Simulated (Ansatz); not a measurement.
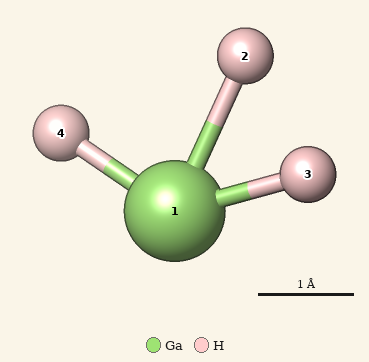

Figure 1. The starting structure (ball-and-stick view, seen at a tilt; atoms are numbered from 1 in the order of the input). Sticks mark near contacts. Bond lengths as drawn: Ga–H 1.55 to 1.81 Å.

# Molecular dynamics of GaH3 (part 1 of 3)

GaH3, computed with RKS PBE0/def2-TZVP (Ansatz 0.2.0).

It belongs to a series of runs on one base structure; here: dynamics from the highest image of the converged band. Figures and captions count atoms from 1; the log counts them from 0 in places.

### Log
```
Engine: ansatz 0.2.0, aarch64-unknown-linux-gnu
Functional definition: PBE0
  parameter a = 0.25
  parameter kappa = 0.804
  parameter beta = 0.06672455060314922
  exchange = (1 - a)*pbe_x(kappa = kappa, mu = beta*pi^2/3) + a*exact_x
  correlation = pbe_c(beta = beta)
545 factors; their error is unknown
mean field evaluation 1: about -52415.0858 eV, gradient 2.4e1 eV
mean field evaluation 2: about -52414.0134 eV, gradient 3.3e1 eV
mean field evaluation 4: about -52416.2627 eV, gradient 6.0e-1 eV
mean field evaluation 8: about -52416.4512 eV, gradient 6.3e-3 eV
mean field -52416.45122889 eV, -1926.2690535149 hartree, gradient 7.5e-5 eV, S^2 0.000000; 0 other end points of the search recorded, 0 dependent functions left out
the calculation of the forces begins
reference -52416.45125337 eV, -1926.2690544145 hartree; 17, 17 occupied and 49, 49 virtual orbitals, 545 factors
md step     0: t =     0.00 fs  T =   300.0 K  F+E_penalty+E_count = -52416.45122889 eV  E_kin = 0.077556 eV  conserved = -52416.37367289 eV  (25 SCF iters)
these checks for a lower state are left out or cut short: starts, cluster_reference, orbital_swaps, neighbouring_geometries, increment
545 factors; their error is unknown
mean field evaluation 16: about -52416.2614 eV, gradient 1.1e-3 eV
mean field -52416.44888903 eV, -1926.2689675265 hartree, gradient 4.6e-6 eV, S^2 0.000000; 0 other end points of the search recorded, 0 dependent functions left out
the calculation of the forces begins
reference -52416.44891352 eV, -1926.2689684266 hartree; 17, 17 occupied and 49, 49 virtual orbitals, 545 factors
md step     1: t =     0.50 fs  T =   290.9 K  F+E_penalty+E_count = -52416.44888903 eV  E_kin = 0.075214 eV  conserved = -52416.37367527 eV  (29 SCF iters)
[... from here on the SCF iterations and repeated set-up lines of each step are left out, up to the last step ...]
md step     2: t =     1.00 fs  T =   265.6 K  F+E_penalty+E_count = -52416.44229958 eV  E_kin = 0.068670 eV  conserved = -52416.37362940 eV  (29 SCF iters)
md step     3: t =     1.50 fs  T =   227.3 K  F+E_penalty+E_count = -52416.43229160 eV  E_kin = 0.058756 eV  conserved = -52416.37353522 eV  (29 SCF iters)
md step     4: t =     2.00 fs  T =   181.9 K  F+E_penalty+E_count = -52416.42043954 eV  E_kin = 0.047036 eV  conserved = -52416.37340394 eV  (29 SCF iters)
md step     5: t =     2.50 fs  T =   137.8 K  F+E_penalty+E_count = -52416.40887368 eV  E_kin = 0.035615 eV  conserved = -52416.37325843 eV  (29 SCF iters)
md step     6: t =     3.00 fs  T =   103.6 K  F+E_penalty+E_count = -52416.39991811 eV  E_kin = 0.026789 eV  conserved = -52416.37312904 eV  (28 SCF iters)
md step     7: t =     3.50 fs  T =    87.3 K  F+E_penalty+E_count = -52416.39562027 eV  E_kin = 0.022575 eV  conserved = -52416.37304527 eV  (29 SCF iters)
md step     8: t =     4.00 fs  T =    93.9 K  F+E_penalty+E_count = -52416.39729978 eV  E_kin = 0.024274 eV  conserved = -52416.37302573 eV  (28 SCF iters)
md step     9: t =     4.50 fs  T =   124.5 K  F+E_penalty+E_count = -52416.40526529 eV  E_kin = 0.032194 eV  conserved = -52416.37307109 eV  (28 SCF iters)
md step    10: t =     5.00 fs  T =   176.5 K  F+E_penalty+E_count = -52416.41880367 eV  E_kin = 0.045640 eV  conserved = -52416.37316349 eV  (29 SCF iters)
md step    11: t =     5.50 fs  T =   244.4 K  F+E_penalty+E_count = -52416.43645127 eV  E_kin = 0.063179 eV  conserved = -52416.37327253 eV  (29 SCF iters)
md step    12: t =     6.00 fs  T =   321.4 K  F+E_penalty+E_count = -52416.45645757 eV  E_kin = 0.083092 eV  conserved = -52416.37336508 eV  (28 SCF iters)
md step    13: t =     6.50 fs  T =   401.8 K  F+E_penalty+E_count = -52416.47729764 eV  E_kin = 0.103884 eV  conserved = -52416.37341383 eV  (28 SCF iters)
md step    14: t =     7.00 fs  T =   482.4 K  F+E_penalty+E_count = -52416.49810227 eV  E_kin = 0.124700 eV  conserved = -52416.37340202 eV  (27 SCF iters)
md step    15: t =     7.50 fs  T =   563.2 K  F+E_penalty+E_count = -52416.51893180 eV  E_kin = 0.145608 eV  conserved = -52416.37332370 eV  (27 SCF iters)
md step    16: t =     8.00 fs  T =   648.7 K  F+E_penalty+E_count = -52416.54088696 eV  E_kin = 0.167706 eV  conserved = -52416.37318097 eV  (28 SCF iters)
md step    17: t =     8.50 fs  T =   747.0 K  F+E_penalty+E_count = -52416.56609511 eV  E_kin = 0.193114 eV  conserved = -52416.37298074 eV  (23 SCF iters)
md step    18: t =     9.00 fs  T =   869.9 K  F+E_penalty+E_count = -52416.59761980 eV  E_kin = 0.224886 eV  conserved = -52416.37273383 eV  (26 SCF iters)
md step    19: t =     9.50 fs  T =  1032.2 K  F+E_penalty+E_count = -52416.63931199 eV  E_kin = 0.266853 eV  conserved = -52416.37245873 eV  (27 SCF iters)
md step    20: t =    10.00 fs  T =  1250.8 K  F+E_penalty+E_count = -52416.69555120 eV  E_kin = 0.323356 eV  conserved = -52416.37219496 eV  (27 SCF iters)
md step    21: t =    10.50 fs  T =  1542.1 K  F+E_penalty+E_count = -52416.77068880 eV  E_kin = 0.398655 eV  conserved = -52416.37203340 eV  (27 SCF iters)
md step    22: t =    11.00 fs  T =  1917.0 K  F+E_penalty+E_count = -52416.86776094 eV  E_kin = 0.495584 eV  conserved = -52416.37217669 eV  (26 SCF iters)
md step    23: t =    11.50 fs  T =  2369.7 K  F+E_penalty+E_count = -52416.98564705 eV  E_kin = 0.612621 eV  conserved = -52416.37302628 eV  (26 SCF iters)
md step    24: t =    12.00 fs  T =  2856.3 K  F+E_penalty+E_count = -52417.11360773 eV  E_kin = 0.738400 eV  conserved = -52416.37520725 eV  (27 SCF iters)
md step    25: t =    12.50 fs  T =  3266.0 K  F+E_penalty+E_count = -52417.22347536 eV  E_kin = 0.844320 eV  conserved = -52416.37915518 eV  (26 SCF iters)
md step    26: t =    13.00 fs  T =  3417.5 K  F+E_penalty+E_count = -52417.26693766 eV  E_kin = 0.883479 eV  conserved = -52416.38345844 eV  (26 SCF iters)
md step    27: t =    13.50 fs  T =  3172.4 K  F+E_penalty+E_count = -52417.20251990 eV  E_kin = 0.820118 eV  conserved = -52416.38240140 eV  (27 SCF iters)
md step    28: t =    14.00 fs  T =  2731.2 K  F+E_penalty+E_count = -52417.07715679 eV  E_kin = 0.706078 eV  conserved = -52416.37107899 eV  (27 SCF iters)
md step    29: t =    14.50 fs  T =  2725.1 K  F+E_penalty+E_count = -52417.06785703 eV  E_kin = 0.704483 eV  conserved = -52416.36337444 eV  (27 SCF iters)
md step    30: t =    15.00 fs  T =  3499.4 K  F+E_penalty+E_count = -52417.27855650 eV  E_kin = 0.904653 eV  conserved = -52416.37390351 eV  (27 SCF iters)
md step    31: t =    15.50 fs  T =  4554.1 K  F+E_penalty+E_count = -52417.56242225 eV  E_kin = 1.177318 eV  conserved = -52416.38510410 eV  (26 SCF iters)
md step    32: t =    16.00 fs  T =  5239.4 K  F+E_penalty+E_count = -52417.74013753 eV  E_kin = 1.354490 eV  conserved = -52416.38564775 eV  (26 SCF iters)
md step    33: t =    16.50 fs  T =  5393.7 K  F+E_penalty+E_count = -52417.77558881 eV  E_kin = 1.394367 eV  conserved = -52416.38122160 eV  (27 SCF iters)
md step    34: t =    17.00 fs  T =  5189.5 K  F+E_penalty+E_count = -52417.71858496 eV  E_kin = 1.341595 eV  conserved = -52416.37699005 eV  (27 SCF iters)
md step    35: t =    17.50 fs  T =  4847.6 K  F+E_penalty+E_count = -52417.62740039 eV  E_kin = 1.253203 eV  conserved = -52416.37419729 eV  (23 SCF iters)
md step    36: t =    18.00 fs  T =  4529.6 K  F+E_penalty+E_count = -52417.54355309 eV  E_kin = 1.171000 eV  conserved = -52416.37255345 eV  (25 SCF iters)
md step    37: t =    18.50 fs  T =  4336.0 K  F+E_penalty+E_count = -52417.49255123 eV  E_kin = 1.120943 eV  conserved = -52416.37160869 eV  (25 SCF iters)
md step    38: t =    19.00 fs  T =  4325.4 K  F+E_penalty+E_count = -52417.48931261 eV  E_kin = 1.118194 eV  conserved = -52416.37111888 eV  (23 SCF iters)
md step    39: t =    19.50 fs  T =  4527.0 K  F+E_penalty+E_count = -52417.54140898 eV  E_kin = 1.170307 eV  conserved = -52416.37110177 eV  (24 SCF iters)
md step    40: t =    20.00 fs  T =  4938.8 K  F+E_penalty+E_count = -52417.64866925 eV  E_kin = 1.276788 eV  conserved = -52416.37188156 eV  (25 SCF iters)
md step    41: t =    20.50 fs  T =  5509.2 K  F+E_penalty+E_count = -52417.79840507 eV  E_kin = 1.424246 eV  conserved = -52416.37415928 eV  (27 SCF iters)
md step    42: t =    21.00 fs  T =  6099.4 K  F+E_penalty+E_count = -52417.95571424 eV  E_kin = 1.576825 eV  conserved = -52416.37888924 eV  (27 SCF iters)
md step    43: t =    21.50 fs  T =  6445.9 K  F+E_penalty+E_count = -52418.05245607 eV  E_kin = 1.666387 eV  conserved = -52416.38606925 eV  (26 SCF iters)
md step    44: t =    22.00 fs  T =  6211.6 K  F+E_penalty+E_count = -52417.99653402 eV  E_kin = 1.605828 eV  conserved = -52416.39070599 eV  (26 SCF iters)
md step    45: t =    22.50 fs  T =  5331.8 K  F+E_penalty+E_count = -52417.75859077 eV  E_kin = 1.378370 eV  conserved = -52416.38022032 eV  (26 SCF iters)
md step    46: t =    23.00 fs  T =  4533.7 K  F+E_penalty+E_count = -52417.53160350 eV  E_kin = 1.172055 eV  conserved = -52416.35954856 eV  (27 SCF iters)
md step    47: t =    23.50 fs  T =  4777.0 K  F+E_penalty+E_count = -52417.60162887 eV  E_kin = 1.234950 eV  conserved = -52416.36667855 eV  (27 SCF iters)
md step    48: t =    24.00 fs  T =  5753.4 K  F+E_penalty+E_count = -52417.87457695 eV  E_kin = 1.487379 eV  conserved = -52416.38719778 eV  (27 SCF iters)
md step    49: t =    24.50 fs  T =  6401.9 K  F+E_penalty+E_count = -52418.04528179 eV  E_kin = 1.655025 eV  conserved = -52416.39025693 eV  (27 SCF iters)
md step    50: t =    25.00 fs  T =  6340.2 K  F+E_penalty+E_count = -52418.02245969 eV  E_kin = 1.639064 eV  conserved = -52416.38339598 eV  (27 SCF iters)
md step    51: t =    25.50 fs  T =  5816.6 K  F+E_penalty+E_count = -52417.88052874 eV  E_kin = 1.503712 eV  conserved = -52416.37681631 eV  (27 SCF iters)
md step    52: t =    26.00 fs  T =  5176.0 K  F+E_penalty+E_count = -52417.71093207 eV  E_kin = 1.338093 eV  conserved = -52416.37283938 eV  (24 SCF iters)
md step    53: t =    26.50 fs  T =  4654.0 K  F+E_penalty+E_count = -52417.57401295 eV  E_kin = 1.203157 eV  conserved = -52416.37085602 eV  (22 SCF iters)
md step    54: t =    27.00 fs  T =  4376.5 K  F+E_penalty+E_count = -52417.50149207 eV  E_kin = 1.131425 eV  conserved = -52416.37006665 eV  (24 SCF iters)
md step    55: t =    27.50 fs  T =  4395.3 K  F+E_penalty+E_count = -52417.50636975 eV  E_kin = 1.136272 eV  conserved = -52416.37009801 eV  (24 SCF iters)
md step    56: t =    28.00 fs  T =  4707.5 K  F+E_penalty+E_count = -52417.58803653 eV  E_kin = 1.216984 eV  conserved = -52416.37105234 eV  (24 SCF iters)
md step    57: t =    28.50 fs  T =  5250.1 K  F+E_penalty+E_count = -52417.73078475 eV  E_kin = 1.357265 eV  conserved = -52416.37351977 eV  (24 SCF iters)
md step    58: t =    29.00 fs  T =  5869.0 K  F+E_penalty+E_count = -52417.89572339 eV  E_kin = 1.517256 eV  conserved = -52416.37846768 eV  (23 SCF iters)
md step    59: t =    29.50 fs  T =  6279.3 K  F+E_penalty+E_count = -52418.00946203 eV  E_kin = 1.623327 eV  conserved = -52416.38613469 eV  (26 SCF iters)
md step    60: t =    30.00 fs  T =  6104.7 K  F+E_penalty+E_count = -52417.97009695 eV  E_kin = 1.578196 eV  conserved = -52416.39190101 eV  (27 SCF iters)
md step    61: t =    30.50 fs  T =  5217.1 K  F+E_penalty+E_count = -52417.73096510 eV  E_kin = 1.348720 eV  conserved = -52416.38224515 eV  (27 SCF iters)
md step    62: t =    31.00 fs  T =  4326.9 K  F+E_penalty+E_count = -52417.47793216 eV  E_kin = 1.118597 eV  conserved = -52416.35933562 eV  (26 SCF iters)
md step    63: t =    31.50 fs  T =  4502.6 K  F+E_penalty+E_count = -52417.52912752 eV  E_kin = 1.164021 eV  conserved = -52416.36510700 eV  (27 SCF iters)
md step    64: t =    32.00 fs  T =  5499.7 K  F+E_penalty+E_count = -52417.80933243 eV  E_kin = 1.421788 eV  conserved = -52416.38754413 eV  (27 SCF iters)
md step    65: t =    32.50 fs  T =  6182.1 K  F+E_penalty+E_count = -52417.98939732 eV  E_kin = 1.598200 eV  conserved = -52416.39119709 eV  (26 SCF iters)
md step    66: t =    33.00 fs  T =  6120.1 K  F+E_penalty+E_count = -52417.96600342 eV  E_kin = 1.582172 eV  conserved = -52416.38383136 eV  (26 SCF iters)
md step    67: t =    33.50 fs  T =  5577.9 K  F+E_penalty+E_count = -52417.81878034 eV  E_kin = 1.441990 eV  conserved = -52416.37679064 eV  (27 SCF iters)
md step    68: t =    34.00 fs  T =  4924.9 K  F+E_penalty+E_count = -52417.64578884 eV  E_kin = 1.273182 eV  conserved = -52416.37260643 eV  (24 SCF iters)
md step    69: t =    34.50 fs  T =  4410.2 K  F+E_penalty+E_count = -52417.51071950 eV  E_kin = 1.140131 eV  conserved = -52416.37058883 eV  (24 SCF iters)
md step    70: t =    35.00 fs  T =  4162.6 K  F+E_penalty+E_count = -52417.44597646 eV  E_kin = 1.076111 eV  conserved = -52416.36986537 eV  (25 SCF iters)
md step    71: t =    35.50 fs  T =  4230.0 K  F+E_penalty+E_count = -52417.46356591 eV  E_kin = 1.093530 eV  conserved = -52416.37003547 eV  (23 SCF iters)
md step    72: t =    36.00 fs  T =  4600.9 K  F+E_penalty+E_count = -52417.56062782 eV  E_kin = 1.189416 eV  conserved = -52416.37121197 eV  (24 SCF iters)
md step    73: t =    36.50 fs  T =  5198.1 K  F+E_penalty+E_count = -52417.71784113 eV  E_kin = 1.343818 eV  conserved = -52416.37402300 eV  (24 SCF iters)
md step    74: t =    37.00 fs  T =  5846.8 K  F+E_penalty+E_count = -52417.89095988 eV  E_kin = 1.511524 eV  conserved = -52416.37943545 eV  (23 SCF iters)
md step    75: t =    37.50 fs  T =  6238.4 K  F+E_penalty+E_count = -52418.00011866 eV  E_kin = 1.612757 eV  conserved = -52416.38736147 eV  (26 SCF iters)
md step    76: t =    38.00 fs  T =  5995.4 K  F+E_penalty+E_count = -52417.94192971 eV  E_kin = 1.549941 eV  conserved = -52416.39198828 eV  (26 SCF iters)
md step    77: t =    38.50 fs  T =  5069.6 K  F+E_penalty+E_count = -52417.68986295 eV  E_kin = 1.310582 eV  conserved = -52416.37928129 eV  (27 SCF iters)
md step    78: t =    39.00 fs  T =  4295.4 K  F+E_penalty+E_count = -52417.46801631 eV  E_kin = 1.110436 eV  conserved = -52416.35758040 eV  (27 SCF iters)
md step    79: t =    39.50 fs  T =  4651.6 K  F+E_penalty+E_count = -52417.57098915 eV  E_kin = 1.202530 eV  conserved = -52416.36845954 eV  (27 SCF iters)
md step    80: t =    40.00 fs  T =  5675.9 K  F+E_penalty+E_count = -52417.85672107 eV  E_kin = 1.467340 eV  conserved = -52416.38938096 eV  (26 SCF iters)
md step    81: t =    40.50 fs  T =  6260.0 K  F+E_penalty+E_count = -52418.00885624 eV  E_kin = 1.618342 eV  conserved = -52416.39051409 eV  (26 SCF iters)
md step    82: t =    41.00 fs  T =  6106.9 K  F+E_penalty+E_count = -52417.96146230 eV  E_kin = 1.578744 eV  conserved = -52416.38271806 eV  (26 SCF iters)
md step    83: t =    41.50 fs  T =  5527.1 K  F+E_penalty+E_count = -52417.80489052 eV  E_kin = 1.428856 eV  conserved = -52416.37603454 eV  (23 SCF iters)
md step    84: t =    42.00 fs  T =  4880.4 K  F+E_penalty+E_count = -52417.63388206 eV  E_kin = 1.261672 eV  conserved = -52416.37220994 eV  (24 SCF iters)
md step    85: t =    42.50 fs  T =  4397.3 K  F+E_penalty+E_count = -52417.50721333 eV  E_kin = 1.136793 eV  conserved = -52416.37042060 eV  (24 SCF iters)
md step    86: t =    43.00 fs  T =  4193.0 K  F+E_penalty+E_count = -52417.45380532 eV  E_kin = 1.083963 eV  conserved = -52416.36984220 eV  (24 SCF iters)
md step    87: t =    43.50 fs  T =  4305.8 K  F+E_penalty+E_count = -52417.48328385 eV  E_kin = 1.113139 eV  conserved = -52416.37014465 eV  (23 SCF iters)
md step    88: t =    44.00 fs  T =  4715.5 K  F+E_penalty+E_count = -52417.59057228 eV  E_kin = 1.219060 eV  conserved = -52416.37151261 eV  (24 SCF iters)
md step    89: t =    44.50 fs  T =  5332.9 K  F+E_penalty+E_count = -52417.75330158 eV  E_kin = 1.378660 eV  conserved = -52416.37464194 eV  (23 SCF iters)
md step    90: t =    45.00 fs  T =  5965.1 K  F+E_penalty+E_count = -52417.92256752 eV  E_kin = 1.542090 eV  conserved = -52416.38047742 eV  (22 SCF iters)
md step    91: t =    45.50 fs  T =  6285.0 K  F+E_penalty+E_count = -52418.01326585 eV  E_kin = 1.624791 eV  conserved = -52416.38847503 eV  (26 SCF iters)
md step    92: t =    46.00 fs  T =  5928.9 K  F+E_penalty+E_count = -52417.92420687 eV  E_kin = 1.532751 eV  conserved = -52416.39145606 eV  (27 SCF iters)
md step    93: t =    46.50 fs  T =  4953.4 K  F+E_penalty+E_count = -52417.65619629 eV  E_kin = 1.280546 eV  conserved = -52416.37564993 eV  (26 SCF iters)
md step    94: t =    47.00 fs  T =  4305.9 K  F+E_penalty+E_count = -52417.46981630 eV  E_kin = 1.113156 eV  conserved = -52416.35666061 eV  (27 SCF iters)
md step    95: t =    47.50 fs  T =  4819.6 K  F+E_penalty+E_count = -52417.61813235 eV  E_kin = 1.245957 eV  conserved = -52416.37217495 eV  (27 SCF iters)
md step    96: t =    48.00 fs  T =  5826.5 K  F+E_penalty+E_count = -52417.89693441 eV  E_kin = 1.506277 eV  conserved = -52416.39065788 eV  (26 SCF iters)
md step    97: t =    48.50 fs  T =  6289.9 K  F+E_penalty+E_count = -52418.01558568 eV  E_kin = 1.626071 eV  conserved = -52416.38951506 eV  (26 SCF iters)
md step    98: t =    49.00 fs  T =  6042.9 K  F+E_penalty+E_count = -52417.94376297 eV  E_kin = 1.562207 eV  conserved = -52416.38155557 eV  (26 SCF iters)
md step    99: t =    49.50 fs  T =  5428.1 K  F+E_penalty+E_count = -52417.77859255 eV  E_kin = 1.403276 eV  conserved = -52416.37531665 eV  (23 SCF iters)
md step   100: t =    50.00 fs  T =  4789.1 K  F+E_penalty+E_count = -52417.60993246 eV  E_kin = 1.238067 eV  conserved = -52416.37186534 eV  (24 SCF iters)
md step   101: t =    50.50 fs  T =  4336.3 K  F+E_penalty+E_count = -52417.49132841 eV  E_kin = 1.121029 eV  conserved = -52416.37029939 eV  (24 SCF iters)
md step   102: t =    51.00 fs  T =  4171.5 K  F+E_penalty+E_count = -52417.44826996 eV  E_kin = 1.078411 eV  conserved = -52416.36985930 eV  (23 SCF iters)
md step   103: t =    51.50 fs  T =  4324.0 K  F+E_penalty+E_count = -52417.48812495 eV  E_kin = 1.117836 eV  conserved = -52416.37028922 eV  (23 SCF iters)
md step   104: t =    52.00 fs  T =  4765.1 K  F+E_penalty+E_count = -52417.60371706 eV  E_kin = 1.231872 eV  conserved = -52416.37184525 eV  (24 SCF iters)
md step   105: t =    52.50 fs  T =  5394.0 K  F+E_penalty+E_count = -52417.76974373 eV  E_kin = 1.394458 eV  conserved = -52416.37528564 eV  (25 SCF iters)
md step   106: t =    53.00 fs  T =  6000.9 K  F+E_penalty+E_count = -52417.93285659 eV  E_kin = 1.551349 eV  conserved = -52416.38150789 eV  (26 SCF iters)
md step   107: t =    53.50 fs  T =  6243.3 K  F+E_penalty+E_count = -52418.00345527 eV  E_kin = 1.614017 eV  conserved = -52416.38943789 eV  (26 SCF iters)
md step   108: t =    54.00 fs  T =  5779.8 K  F+E_penalty+E_count = -52417.88475070 eV  E_kin = 1.494198 eV  conserved = -52416.39055299 eV  (22 SCF iters)
md step   109: t =    54.50 fs  T =  4777.1 K  F+E_penalty+E_count = -52417.60708017 eV  E_kin = 1.234963 eV  conserved = -52416.37211721 eV  (27 SCF iters)
md step   110: t =    55.00 fs  T =  4267.3 K  F+E_penalty+E_count = -52417.45985093 eV  E_kin = 1.103170 eV  conserved = -52416.35668143 eV  (27 SCF iters)
md step   111: t =    55.50 fs  T =  4914.2 K  F+E_penalty+E_count = -52417.64602855 eV  E_kin = 1.270411 eV  conserved = -52416.37561725 eV  (27 SCF iters)
md step   112: t =    56.00 fs  T =  5887.7 K  F+E_penalty+E_count = -52417.91349572 eV  E_kin = 1.522096 eV  conserved = -52416.39139923 eV  (26 SCF iters)
```
